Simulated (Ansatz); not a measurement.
# ClH3Sn: the cost of one run

Program: Ansatz 0.2.0, Gaussian basis. Level of theory: PBE0-D4/def2-TZVP structures, single points in def2-TZVPP, no counterpoise correction. These are calculated values, not measurements.

Levels: SPW92, PBE-D4, BLYP-D4, r2SCAN-D4, B97M-V, PBE0-D4, B3LYP-D4, r2SCAN0-D4, BHLYP-D4, CAM-B3LYP-D4, wB97X-V, wB97M-V, B2PLYP, PBE-QIDH, RPA on PBE, Hartree-Fock, MP2, CCSD, CCSD(T).

Correlated methods freeze the cores. Filled d shells of the heavier atoms are correlated. Core potentials replace the inner electrons past krypton, and spin-orbit coupling is left out. B3LYP uses VWN-RPA correlation. B2PLYP carries no dispersion term here.

88 further runs of the same task are left out: 88 set aside as unsound or not needed. Runs told in other sessions of the task aren't counted.

**1. The system as given**

The complex: 10 atoms, charge 0, spin multiplicity 1.

Atoms are counted from 1 here; the program's logs count them from 0.

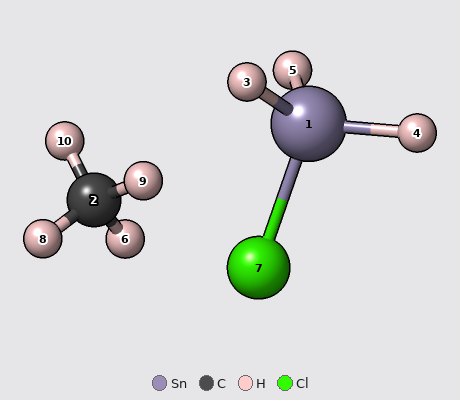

The starting geometry (tin purple, carbon dark grey, hydrogen pink, chlorine green); atoms are numbered from 1 in the order of the file.

Coordinates:

```xyz
10
charge 0, multiplicity 1
Sn   -2.1435   -0.2744   -0.5653
C     2.1028    0.1112    0.4862
H    -0.6896   -1.1496   -0.6451
H    -3.2955   -1.0033    0.4504
H    -2.7701    0.1019   -2.1002
H     1.3004    0.8344    0.6303
Cl   -1.6192    1.7723    0.4295
H     3.0390    0.5257    0.8592
H     1.8709   -0.8044    1.0303
H     2.2049   -0.1139   -0.5754
```

Its parts: SnH3Cl holds atoms 1, 3, 4, 5, 7; CH4 holds atoms 2, 6, 8, 9, 10. Each part counts its atoms afresh in its own runs.

**2. Relaxing SnH3Cl alone**

File relax-a/in.yaml:

```yaml
crystal:
  periodic: [false, false, false]
  atoms:
    - {symbol: Sn, position_ang: [-2.143534, -0.274354, -0.565300]}
    - {symbol: H, position_ang: [-0.689602, -1.149561, -0.645055]}
    - {symbol: H, position_ang: [-3.295497, -1.003310, 0.450441]}
    - {symbol: H, position_ang: [-2.770146, 0.101870, -2.100207]}
    - {symbol: Cl, position_ang: [-1.619166, 1.772300, 0.429457]}
basis:
  gaussian: {orbitals: def2-TZVP}
hamiltonian: {xc: pbe0, dispersion: d4}
relax: {f_tol: 0.005, max_steps: 200}
```

Run with:

```sh
> ansatz run in.yaml --threads 4 --pin off --events-out ev --progress --plain --max-ram 9574MiB
```

**Question.** How long does this run take on 4 threads of Intel Xeon at 2.50GHz, shared host?

About 6 s.
